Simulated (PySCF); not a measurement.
**SiH3O− (SMILES [O-][SiH3]) at wB97X-V/STO-3G**

What is the vertical ionisation energy of SiH3O− at wB97X-V/STO-3G? 

The results are computed with PySCF 2.14.0.

11 further runs of the same task are left out: 2 that didn't finish, 9 set aside as unsound or not needed.

## (1) The molecule

The species is SiH3O− (5 atoms), meant as a singlet with charge -1. SMILES: `[O-][SiH3]`. Geometry: relaxed at GFN2-xTB.

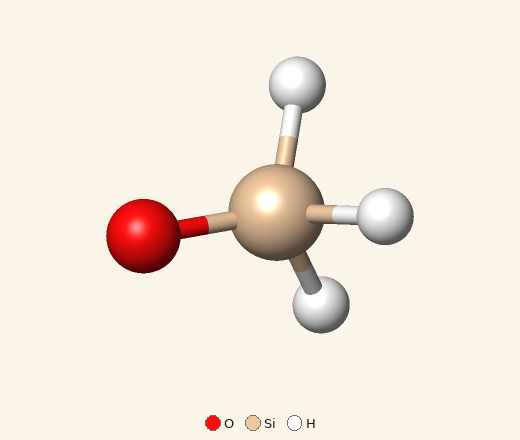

The structure, seen from a chosen angle (oxygen red, silicon light orange, hydrogen white).

## (2) A single-point energy at wB97X-V/STO-3G

Input file input.py:

```python
# [O-][SiH3]
from pyscf import gto, dft

mol = gto.M(
    atom='''
O     -1.444170     0.271390     0.700100
Si    -0.082700     0.015600     0.039800
H     -0.104440    -0.247420    -1.452600
H      0.697830    -1.174610     0.561420
H      0.933480     1.135040     0.151280
''',
    charge=-1,
    max_memory=1860,
    basis='sto-3g',
    verbose=3,
)

ks = dft.RKS(mol)
ks.xc = 'wb97x-v'
ks.conv_tol = 1e-10
ks.nlcgrids.level = 1
ks.grids.level = 5
ks.kernel()
if not ks.converged:
    ks = ks.newton().run(ks.mo_coeff, ks.mo_occ)

energy = ks.e_tot
print('E(%s) = %.9f' % ('WB97X-V', energy))
```

Launch:

```
$ OMP_NUM_THREADS=1 python input.py
```

Output:

```text
converged SCF energy = -361.823786960176
E(WB97X-V) = -361.823786960
```

Wall time 16 s (1 thread of Arm Neoverse V1, shared host); peak memory 0.19 GiB.

## (3) Doublet neutral SiH3O, same level

Input file calc.py:

```python
from pyscf import gto, dft

mol = gto.Mole()
mol.atom = [
    ('O', (-1.444170, 0.271390, 0.700100)),
    ('Si', (-0.082700, 0.015600, 0.039800)),
    ('H', (-0.104440, -0.247420, -1.452600)),
    ('H', (0.697830, -1.174610, 0.561420)),
    ('H', (0.933480, 1.135040, 0.151280)),
]
mol.spin = 1
mol.basis = 'sto-3g'
mol.verbose = 4
mol.max_memory = 1860
mol.build()

myscf = dft.UKS(mol)
myscf.xc = 'wb97x-v'
myscf.nlcgrids.level = 1
myscf.grids.level = 5
myscf.conv_tol = 1e-10
myscf.kernel()
if not myscf.converged:
    myscf = myscf.newton().run(myscf.mo_coeff, myscf.mo_occ)

energy = myscf.e_tot
print('E = %.10f Eh' % energy)
```

Launch:

```
$ OMP_NUM_THREADS=1 python calc.py
```

Output:

```text
PySCF version 2.14.0

[... 64 lines left out ...]
WARN: beta  nocc = 12  HOMO -0.316743018047973 >= LUMO -0.316637804981974
[... 58 lines left out ...]
converged SCF energy = -361.942603420676  <S^2> = 0.75315778  2S+1 = 2.0031553
E = -361.9426034207 Eh
```

Run time: 24 s. Hardware: 1 thread of Arm Neoverse V1, shared host; peak memory 0.2 GiB.

## (4) Outcome

Level: wB97X-V/STO-3G.

| quantity | value |
| --- | --- |
| singlet SiH3O−: total energy | -361.82379 Eh |
| singlet SiH3O−: HOMO energy | 4.29 eV |
| singlet SiH3O−: LUMO energy | 19.57 eV |
| singlet SiH3O−: HOMO–LUMO gap (to an unbound level, set by the basis) | 15.28 eV |
| doublet neutral SiH3O: total energy | -361.94260 Eh |
| doublet neutral SiH3O: dipole moment | 0.41 D |
| doublet neutral SiH3O: HOMO energy (highest over α and β) | -7.06 eV |
| doublet neutral SiH3O: LUMO energy (lowest over α and β) | 2.10 eV |
| doublet neutral SiH3O: ⟨S²⟩ | 0.753 |
| vertical detachment energy (to the doublet neutral) | -3.233 eV |

The species is unbound against losing an electron at this level, by 3.23 eV (−312 kJ/mol); missing correlation or diffuse functions can give that sign where the real anion is bound. In a minimal basis such a difference can be off by several eV, whatever the method. Mulliken charges (singlet SiH3O−) run from -0.67 on O1 to +0.55 on Si2. The HOMO (singlet SiH3O−) lies at positive energy, 4.29 eV; only total energies tell whether the electron is bound.
